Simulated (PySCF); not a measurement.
# C3H6N2Si: the cost of one run

The runs use PySCF 2.14.0, with density-fitted response routines of our own; the level of theory stands in each step. All values are computed, except where a source is named. Atoms are numbered from 0 throughout.

## (1) The molecule as given

12 atoms, charge 0, multiplicity 1; geometry from: GFN2-xTB.

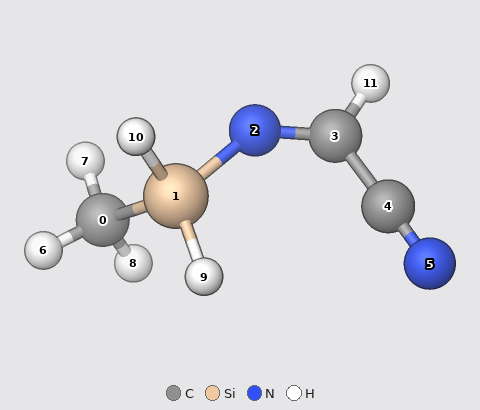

The starting geometry (carbon grey, silicon light orange, nitrogen blue, hydrogen white), atoms numbered.

## (2) Ultraviolet spectrum: CAM-B3LYP/def2-SVPD

What the job is given:

```
{"job": {"kind": "uv", "xc": "CAM-B3LYP", "basis": "def2-SVPD", "nstates": 8, "ntriplets": 3}, "charge": 0, "multiplicity": 1}
C     -1.952000    -0.444409    -0.358552
Si    -0.573351     0.819122    -0.043313
N      0.817984     0.071245    -0.741720
C      1.922744    -0.328612    -0.304788
C      2.365495    -0.239351     1.047978
N      2.705675    -0.164148     2.140332
H     -2.918520    -0.003662    -0.137880
H     -1.958449    -0.766443    -1.395026
H     -1.839320    -1.326872     0.264865
H     -0.509700     1.170212     1.379182
H     -0.699846     2.005045    -0.890140
H      2.640487    -0.792812    -0.986965
```

With the program's defaults for keys left out, this is: TDDFT CAM-B3LYP/def2-SVPD, vertical, gas phase, core orbitals frozen in the response.

Command:

```bash
> OMP_NUM_THREADS=1 python probes_run.py task.json out
```

One launch serves the whole session: the jobs run in the order shown.

**Question.** How long does this first job take on 1 thread of Arm Neoverse N1, shared host, and how much memory does it need?

About 40 s, with a peak of 0.75 GiB.
